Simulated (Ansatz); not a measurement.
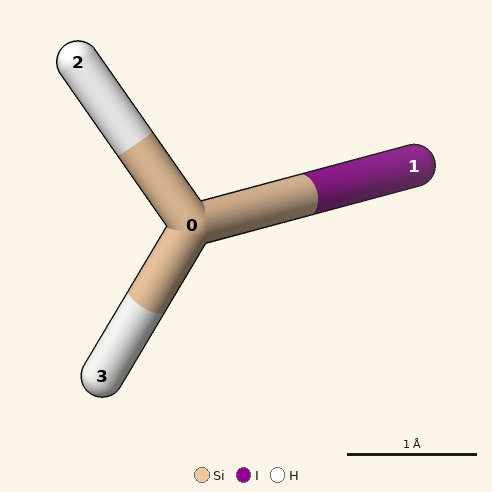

The picture shows the input geometry. Atoms are numbered from 0, in the order of the input.

Input file:

```yaml
crystal:
  periodic: [false, false, false]
  atoms:
    - {symbol: Si, position_ang: [-0.149147, -0.270012, -0.448939]}
    - {symbol: I, position_ang: [1.804064, -0.369165, 0.952959]}
    - {symbol: H, position_ang: [-1.367917, -0.595123, 0.461228]}
    - {symbol: H, position_ang: [-0.157364, 1.105273, -0.976944]}
basis:
  gaussian: {orbitals: def2-TZVPP}
magnetization: {spin_polarized: true, initial_magnetization: 1}
correlation: {method: ccsd_t}
scf: {omitted_lower_state_checks: [cluster_reference]}
output: {forces: true}
```

Output:

```
Functional definition: HF
  name "HF"
  cite "Fock, Z. Phys. 61, 126 (1930) doi:10.1007/BF01340294"
  parent pbe
  exchange = exact_x
  correlation = 0
these checks for a lower state are left out or cut short: cluster_reference
873 factors; integrals over basis functions are off by at most 8.2e-4 eV
mean field evaluation 1: about -15965.7187 eV, gradient 8.1e0 eV
mean field evaluation 2: about -15965.7261 eV, gradient 8.1e0 eV
mean field evaluation 4: about -15966.5846 eV, gradient 2.2e0 eV
mean field evaluation 8: about -15966.6418 eV, gradient 4.5e-3 eV
mean field -15966.64175938 eV, -586.7632620788 hartree, gradient 2.5e-6 eV, S^2 0.756491; 0 other end points of the search recorded, 0 dependent functions left out
9 core orbitals not correlated: weight in the atoms' cores, before any rotation towards them, 1.000 or more for the frozen orbitals, at most 0.000 for the correlated occupied ones
reference -15966.64175938 eV, -586.7632620788 hartree; 12, 11 occupied and 99, 100 virtual orbitals, 873 factors
second order -16.37330438 eV of doubles, -0.00000000 eV of singles
cycle   1  -15.63525123 eV  change    7.4e-1 eV  update   8.2e-2
cycle   2  -16.07995402 eV  change   -4.4e-1 eV  update   2.6e-2
cycle   3  -16.12351691 eV  change   -4.4e-2 eV  update   1.3e-2
cycle   4  -16.11117199 eV  change    1.2e-2 eV  update   5.3e-3
cycle   5  -16.11448791 eV  change   -3.3e-3 eV  update   3.2e-3
cycle   6  -16.11540492 eV  change   -9.2e-4 eV  update   1.3e-3
cycle   7  -16.11501183 eV  change    3.9e-4 eV  update   4.8e-4
cycle   8  -16.11521756 eV  change   -2.1e-4 eV  update   1.6e-4
cycle   9  -16.11525785 eV  change   -4.0e-5 eV  update   5.9e-5
cycle  10  -16.11520854 eV  change    4.9e-5 eV  update   2.2e-5
cycle  11  -16.11523104 eV  change   -2.3e-5 eV  update   9.4e-6
cycle  12  -16.11522706 eV  change    4.0e-6 eV  update   3.7e-6
cycle  13  -16.11522594 eV  change    1.1e-6 eV  update   1.4e-6
perturbative correction -0.40028673 eV, -0.0147102659 hartree
the calculation of the forces begins
working
working
working
working
Total energy: -15983.15727205 eV, -587.3701959747 hartree
Atom 0 at    -0.149147    -0.270012    -0.448939 Å, force    -0.921586    -0.304337     0.667941 eV/Å
Atom 1 at     1.804064    -0.369165     0.952959 Å, force     0.391304    -0.121983     0.225694 eV/Å
Atom 2 at    -1.367917    -0.595123     0.461228 Å, force     0.767045     0.307321    -0.762914 eV/Å
Atom 3 at    -0.157364     1.105273    -0.976944 Å, force    -0.236762     0.118998    -0.130721 eV/Å
Dipole moment:    -0.144999     0.017455    -0.116884 e Å
Checks for a lower state left out: cluster_reference
```
